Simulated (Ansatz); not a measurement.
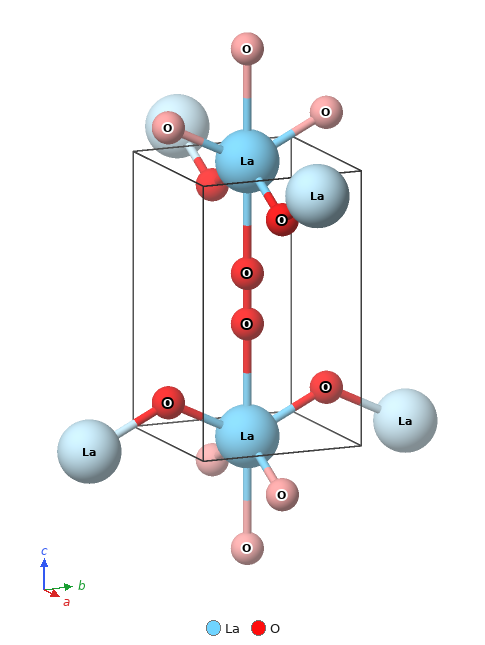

Ball-and-stick drawing of the structure, looking slightly off an axis. The wireframe shows the simulation cell. Periodic images bonded to atoms of the box are shown as well, in fainter colours.

Input deck:
```yaml
crystal:
  lattice:
    - [4.0763383636, 0.0, 0.0]
    - [0.0, 4.0763383636, 0.0]
    - [0.0, 0.0, 6.6507106978]
  atoms:
    - { symbol: La, position: [0.5, 0.5, 0.0] }
    - { symbol: O, position: [0.5, 0.5, 0.4083759535] }
    - { symbol: O, position: [0.5, 0.5, 0.5916240465] }
    - { symbol: O, position: [0.0, 0.5, 0.8505371368] }
    - { symbol: O, position: [0.5, 0.0, 0.1494628632] }
basis:
  ecutwfc: 420
kpoints:
  mp_grid: { grid: [10, 10, 6] }
  band_path:
    path:
      - [[0.0, 0.0, 0.0], [0.0, 0.5, 0.0], [0.5, 0.5, 0.0], [0.0, 0.0, 0.0], [0.0, 0.0, 0.5], [0.0, 0.5, 0.5], [0.5, 0.5, 0.5], [0.0, 0.0, 0.5]]
      - [[0.0, 0.5, 0.0], [0.0, 0.5, 0.5]]
      - [[0.5, 0.5, 0.0], [0.5, 0.5, 0.5]]
    npoints: 14
hamiltonian:
  xc: pbe
scf:
  occupations: { method: gaussian, width: 0.1 }
  n_extra_bands: 12
output:
  forces: true
  stress: true
  eigenvalues: true
  populations: true
  dos: { projected: true, de: 0.02, nscf_kmesh: { grid: [12, 12, 8] } }
  bader: true
  write_density: true
  write_potential: true
  elf: true
  volumetric_format: npy
```
Run as:
```sh
ansatz run input.yaml --threads 1 --pin off --max-ram 2560MiB --backend cpu --events-out ev --progress --plain --runs-dir out
```

Level of theory and settings: DFT PBE, scalar-relativistic, plane waves, PAW (Ansatz), plane waves up to 420 eV, a 10×10×6 grid in reciprocal space, Gaussian smearing of 0.1 eV, no spin polarisation.

Q: Give the Bader charge of each element.

A: La +2.07 e; O -0.98 to -0.05 e.

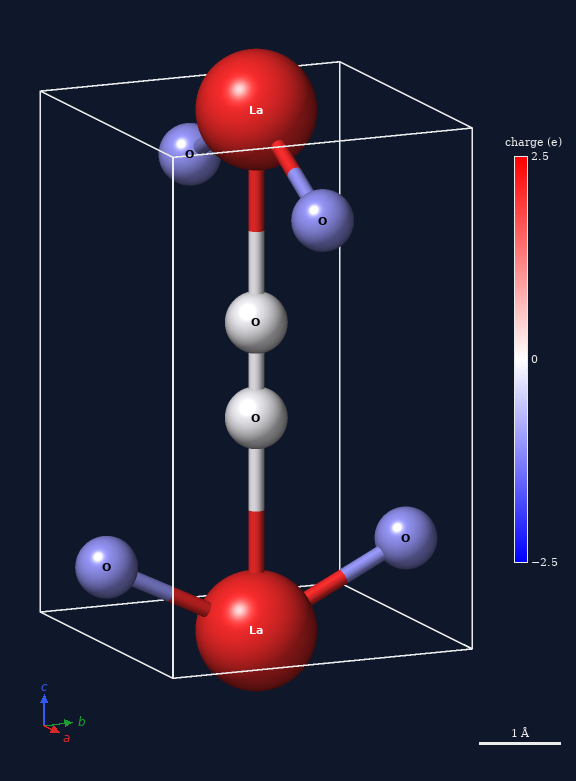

The atoms coloured by those charges.

The initial geometry was a random cell made by a generator, so it need not be a real form of the compound. Earlier steps of the study may have refined or changed the cell and positions. Ansatz was used for an electronic-structure calculation on it.
